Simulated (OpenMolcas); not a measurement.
# Excited-state calculation, with input and output: HBr (part 3 of 4)

HBr; CASPT2/ANO-R1, sfX2C (OpenMolcas 26.06). Some settings of this run were made unusual or wrong on purpose. The geometry comes from this level: PBE0-D4/def2-TZVP.

Geometry of the input (Å):
```
Br 0.0000  0.0000  0.0000
H  0.0000  0.0000  1.4205
```

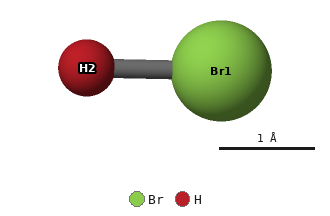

*The structure (ball-and-stick view, seen at a tilt; atoms are numbered from 1 in the order of the input).*

## Log, continued
```
--------------------------------------------------------------------------------------------------------------
 Report on small energy denominators, large coefficients, and large energy contributions.
CASE  SYMM ACTIVE-MIX  NON-ACTIVE INDICES          DENOMINATOR     RHS VALUE       COEFFICIENT     CONTRIBUTION
ATVX     1  Mu1.0003  Se1.020                       0.79580881      0.02985773     -0.03368651     -0.00100580
ATVX     1  Mu1.0013  Se1.020                       1.50272524      0.04672867     -0.03018075     -0.00141031
ATVX     1  Mu1.0013  Se1.021                       1.71597695      0.04788048     -0.02692185     -0.00128903
ATVX     1  Mu1.0010  Se1.022                       1.80436412     -0.05034022      0.02713109     -0.00136578
ATVX     1  Mu1.0009  Se1.023                       1.80435992     -0.05033844      0.02713019     -0.00136569
BVATP    1  Mu1.0006  Se1.021 Se1.021               1.91620538     -0.06650625      0.03426095     -0.00227857
BVATP    1  Mu1.0003  Se1.022 Se1.022               2.09106747     -0.05290334      0.02521781     -0.00133411
BVATP    1  Mu1.0006  Se1.022 Se1.022               2.39331086     -0.06628620      0.02769616     -0.00183587
BVATP    1  Mu1.0001  Se1.023 Se1.022               2.09067090     -0.05701322      0.02715566     -0.00154823
BVATP    1  Mu1.0003  Se1.023 Se1.023               2.09106747     -0.05290334      0.02521781     -0.00133411
BVATP    1  Mu1.0006  Se1.023 Se1.023               2.39331086     -0.06628620      0.02769616     -0.00183587
BVATP    1  Mu1.0003  Se1.026 Se1.026               2.31586743     -0.10966840      0.04735521     -0.00519337
BVATP    1  Mu1.0003  Se1.027 Se1.027               2.31586743     -0.10966840      0.04735521     -0.00519337
BVATM    1  Mu1.0002  Se1.022 Se1.020               1.78815445     -0.04959064      0.02693937     -0.00133594
BVATM    1  Mu1.0002  Se1.022 Se1.021               2.00140616     -0.07790747      0.03852807     -0.00300162
BVATM    1  Mu1.0003  Se1.023 Se1.020               1.78815445      0.04959064     -0.02693937     -0.00133594
BVATM    1  Mu1.0003  Se1.023 Se1.021               2.00140616      0.07790747     -0.03852807     -0.00300162
BVATM    1  Mu1.0001  Se1.023 Se1.022               2.09067090     -0.06836001      0.03249719     -0.00222151
BVATM    1  Mu1.0001  Se1.025 Se1.024               2.19123521      0.06781525     -0.03021230     -0.00204885
BVATM    1  Mu1.0001  Se1.027 Se1.026               2.31547086     -0.15164538      0.06549224     -0.00993160
--

   (Skipping property calculation,
    use PROP keyword to activate)
--

++ CASPT2 computation for group   2

********************************************************************************
 Multi-State initialization phase begins for group   2
--------------------------------------------------------------------------------
********************************************************************************
 Compute H0 matrices for state    2
--------------------------------------------------------------------------------
--------------------------------------------------------------------------------
 H0 matrices have been computed.

********************************************************************************
  CASPT2 EQUATION SOLUTION
--------------------------------------------------------------------------------

  Total nr of CASPT2 parameters:
   Before reduction:       11000
   After  reduction:        7725

 Variance of |WF0>:       0.3273723601

 The contributions to the second order correlation energy in atomic units.
-----------------------------------------------------------------------------------------------------------------------------
  IT.      VJTU        VJTI        ATVX        AIVX        VJAI        BVAT        BJAT        BJAI        TOTAL       RNORM
-----------------------------------------------------------------------------------------------------------------------------
   1     0.000000    0.000000   -0.027971    0.000000    0.000000   -0.098337    0.000000    0.000000   -0.126308    0.000518
   2     0.000000    0.000000   -0.027983    0.000000    0.000000   -0.098378    0.000000    0.000000   -0.126361    0.000016
   3     0.000000    0.000000   -0.027984    0.000000    0.000000   -0.098378    0.000000    0.000000   -0.126361    0.000001
-----------------------------------------------------------------------------------------------------------------------------

  FINAL CASPT2 RESULT:

      Reference energy:       -2604.8421658662
      E2 (Non-variational):      -0.1263610391
      E2 (Variational):          -0.1263610379
      Total energy:           -2604.9685269041
      Residual norm:              0.0000000328
      Reference weight:           0.94475

      Contributions to the CASPT2 correlation energy
      Active & Virtual Only:         -0.1263610391
      One Inactive Excited:           0.0000000000
      Two Inactive Excited:           0.0000000000

++ Denominators, etc.
--------------------------------------------------------------------------------------------------------------
 Report on small energy denominators, large coefficients, and large energy contributions.
CASE  SYMM ACTIVE-MIX  NON-ACTIVE INDICES          DENOMINATOR     RHS VALUE       COEFFICIENT     CONTRIBUTION
ATVX     1  Mu1.0001  Se1.020                       0.21480977     -0.00754093      0.04104752     -0.00030954
ATVX     1  Mu1.0008  Se1.020                       0.90955001     -0.02902393      0.03195231     -0.00092738
ATVX     1  Mu1.0019  Se1.021                       1.62975055     -0.04243367      0.02594648     -0.00110100
ATVX     1  Mu1.0027  Se1.022                       2.24027648      0.06765251     -0.03009589     -0.00203606
ATVX     1  Mu1.0025  Se1.026                       2.18834844     -0.07697979      0.03508330     -0.00270071
ATVX     1  Mu1.0019  Se1.027                       1.89953807      0.09186521     -0.04824450     -0.00443199
ATVX     1  Mu1.0008  Se1.029                       1.83266525     -0.05325331      0.02898187     -0.00154338
BVATP    1  Mu1.0008  Se1.021 Se1.021               2.01003306     -0.05951210      0.02945540     -0.00175295
BVATP    1  Mu1.0008  Se1.022 Se1.022               2.40184942     -0.06075841      0.02531687     -0.00153821
BVATP    1  Mu1.0005  Se1.023 Se1.023               2.15943047      0.07033629     -0.03252018     -0.00228735
BVATP    1  Mu1.0008  Se1.023 Se1.023               2.40963000     -0.06085845      0.02525635     -0.00153706
BVATP    1  Mu1.0005  Se1.025 Se1.025               2.22278153      0.06351958     -0.02848799     -0.00180955
BVATP    1  Mu1.0005  Se1.026 Se1.026               2.29945143      0.07770517     -0.03379292     -0.00262588
BVATP    1  Mu1.0005  Se1.027 Se1.027               2.29940857      0.07760370     -0.03374639     -0.00261884
BVATM    1  Mu1.0002  Se1.021 Se1.020               1.29534957     -0.03622688      0.02822359     -0.00102245
BVATM    1  Mu1.0004  Se1.022 Se1.021               2.01034165      0.06256595     -0.03106185     -0.00194341
BVATM    1  Mu1.0005  Se1.023 Se1.020               1.85960051     -0.04900004      0.02613040     -0.00128039
BVATM    1  Mu1.0005  Se1.023 Se1.021               2.08475417     -0.08635763      0.04132486     -0.00356872
BVATM    1  Mu1.0005  Se1.026 Se1.022               2.35067283      0.06611115     -0.02814225     -0.00186052
BVATM    1  Mu1.0005  Se1.027 Se1.023               2.35454169      0.06624153     -0.02812446     -0.00186301
BVATM    1  Mu1.0003  Se1.027 Se1.026               2.25625581     -0.10732947      0.04757401     -0.00510609
--

   (Skipping property calculation,
    use PROP keyword to activate)
--

++ CASPT2 computation for group   3

********************************************************************************
 Multi-State initialization phase begins for group   3
--------------------------------------------------------------------------------
********************************************************************************
 Compute H0 matrices for state    3
--------------------------------------------------------------------------------
--------------------------------------------------------------------------------
 H0 matrices have been computed.

********************************************************************************
  CASPT2 EQUATION SOLUTION
--------------------------------------------------------------------------------

  Total nr of CASPT2 parameters:
   Before reduction:       11000
   After  reduction:        7725

 Variance of |WF0>:       0.3273723601

 The contributions to the second order correlation energy in atomic units.
-----------------------------------------------------------------------------------------------------------------------------
  IT.      VJTU        VJTI        ATVX        AIVX        VJAI        BVAT        BJAT        BJAI        TOTAL       RNORM
-----------------------------------------------------------------------------------------------------------------------------
   1     0.000000    0.000000   -0.027971    0.000000    0.000000   -0.098337    0.000000    0.000000   -0.126308    0.000518
   2     0.000000    0.000000   -0.027983    0.000000    0.000000   -0.098378    0.000000    0.000000   -0.126361    0.000016
   3     0.000000    0.000000   -0.027984    0.000000    0.000000   -0.098378    0.000000    0.000000   -0.126361    0.000001
-----------------------------------------------------------------------------------------------------------------------------

  FINAL CASPT2 RESULT:

      Reference energy:       -2604.8421658662
      E2 (Non-variational):      -0.1263610415
      E2 (Variational):          -0.1263610402
      Total energy:           -2604.9685269064
      Residual norm:              0.0000000328
      Reference weight:           0.94475

      Contributions to the CASPT2 correlation energy
      Active & Virtual Only:         -0.1263610415
      One Inactive Excited:           0.0000000000
      Two Inactive Excited:           0.0000000000

++ Denominators, etc.
--------------------------------------------------------------------------------------------------------------
 Report on small energy denominators, large coefficients, and large energy contributions.
CASE  SYMM ACTIVE-MIX  NON-ACTIVE INDICES          DENOMINATOR     RHS VALUE       COEFFICIENT     CONTRIBUTION
ATVX     1  Mu1.0001  Se1.020                       0.21480974     -0.00754093      0.04104752     -0.00030954
ATVX     1  Mu1.0008  Se1.020                       0.90954957      0.02902393     -0.03195232     -0.00092738
ATVX     1  Mu1.0019  Se1.021                       1.62975012      0.04243367     -0.02594648     -0.00110100
ATVX     1  Mu1.0027  Se1.023                       2.24027648      0.06765251     -0.03009589     -0.00203606
ATVX     1  Mu1.0025  Se1.026                       2.18834844      0.07697979     -0.03508330     -0.00270071
ATVX     1  Mu1.0019  Se1.027                       1.89953763      0.09186521     -0.04824452     -0.00443199
ATVX     1  Mu1.0008  Se1.029                       1.83266482      0.05325331     -0.02898188     -0.00154338
BVATP    1  Mu1.0008  Se1.021 Se1.021               2.01003306      0.05951210     -0.02945540     -0.00175295
BVATP    1  Mu1.0005  Se1.022 Se1.022               2.15943047      0.07033629     -0.03252018     -0.00228735
BVATP    1  Mu1.0008  Se1.022 Se1.022               2.40963000      0.06085845     -0.02525635     -0.00153706
BVATP    1  Mu1.0008  Se1.023 Se1.023               2.40184942      0.06075841     -0.02531687     -0.00153821
BVATP    1  Mu1.0005  Se1.024 Se1.024               2.22278153      0.06351958     -0.02848799     -0.00180955
BVATP    1  Mu1.0005  Se1.026 Se1.026               2.29945143      0.07770517     -0.03379292     -0.00262588
BVATP    1  Mu1.0005  Se1.027 Se1.027               2.29940857      0.07760370     -0.03374639     -0.00261884
BVATM    1  Mu1.0002  Se1.021 Se1.020               1.29534957      0.03622688     -0.02822359     -0.00102245
BVATM    1  Mu1.0005  Se1.022 Se1.020               1.85960051     -0.04900004      0.02613040     -0.00128039
BVATM    1  Mu1.0005  Se1.022 Se1.021               2.08475417     -0.08635763      0.04132486     -0.00356872
BVATM    1  Mu1.0004  Se1.023 Se1.021               2.01034165     -0.06256595      0.03106185     -0.00194341
BVATM    1  Mu1.0005  Se1.026 Se1.023               2.35067283      0.06611115     -0.02814225     -0.00186052
BVATM    1  Mu1.0005  Se1.027 Se1.022               2.35454169     -0.06624153      0.02812446     -0.00186301
BVATM    1  Mu1.0003  Se1.027 Se1.026               2.25625581      0.10732947     -0.04757401     -0.00510609
--

   (Skipping property calculation,
    use PROP keyword to activate)
--

++ CASPT2 computation for group   4

********************************************************************************
 Multi-State initialization phase begins for group   4
--------------------------------------------------------------------------------
********************************************************************************
 Compute H0 matrices for state    4
--------------------------------------------------------------------------------
--------------------------------------------------------------------------------
 H0 matrices have been computed.

********************************************************************************
  CASPT2 EQUATION SOLUTION
--------------------------------------------------------------------------------

  Total nr of CASPT2 parameters:
   Before reduction:       11000
   After  reduction:        8875

 Variance of |WF0>:       0.3514986517

 The contributions to the second order correlation energy in atomic units.
-----------------------------------------------------------------------------------------------------------------------------
  IT.      VJTU        VJTI        ATVX        AIVX        VJAI        BVAT        BJAT        BJAI        TOTAL       RNORM
-----------------------------------------------------------------------------------------------------------------------------
   1     0.000000    0.000000   -0.054944    0.000000    0.000000   -0.102128    0.000000    0.000000   -0.157072    0.000370
   2     0.000000    0.000000   -0.054997    0.000000    0.000000   -0.102135    0.000000    0.000000   -0.157133    0.000024
-----------------------------------------------------------------------------------------------------------------------------

  FINAL CASPT2 RESULT:

      Reference energy:       -2604.6415859625
      E2 (Non-variational):      -0.1571322127
      E2 (Variational):          -0.1571321025
      Total energy:           -2604.7987180649
      Residual norm:              0.0000008783
      Reference weight:           0.90449

      Contributions to the CASPT2 correlation energy
      Active & Virtual Only:         -0.1571322127
      One Inactive Excited:           0.0000000000
      Two Inactive Excited:           0.0000000000

++ Denominators, etc.
```
